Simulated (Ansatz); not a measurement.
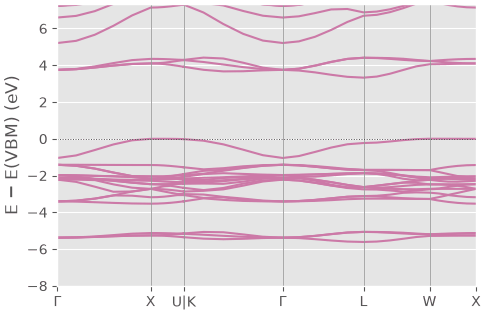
Band structure from HSE06 in the plane-wave PAW code Ansatz

Question: Read off the gap and where the band edges lie.

Answer: About 3.3 eV (3.32 eV among the points solved); maximum at W, minimum at L.

Question: Which of these materials gives this?
A) K2TeCl6, Fm-3m (K on 8c, Te on 4a, Cl on 24e)
B) Cs2ScAgCl6, Fm-3m (Cs on 8c, Sc on 4a, Ag on 4b, Cl on 24e)
C) Rb2AgSbCl6, Fm-3m (Rb on 8c, Ag on 4b, Sb on 4a, Cl on 24e)
D) NaTl2MoF6, Fm-3m (Na on 4b, Tl on 8c, Mo on 4a, F on 24e)

Answer: A, K2TeCl6, Fm-3m (K on 8c, Te on 4a, Cl on 24e)

The first step of the workflow began from a Materials Project structure, measured or hypothetical; the Crystallography Open Database copy checked does not list it. COD files the formula under space group No. 139. Its standing as an ambient phase is unchecked. The cell was relaxed with HSE06 under the symmetry of its start; whether a distortion lowers the energy is not shown. The hybrid was solved on a coarse mesh, the path and, where they were found, the r²SCAN edge points; its band edges are the extreme levels among these. Spin–orbit coupling is left out wherever it is not named.

Potentials: the later of the program's two PAW sets.
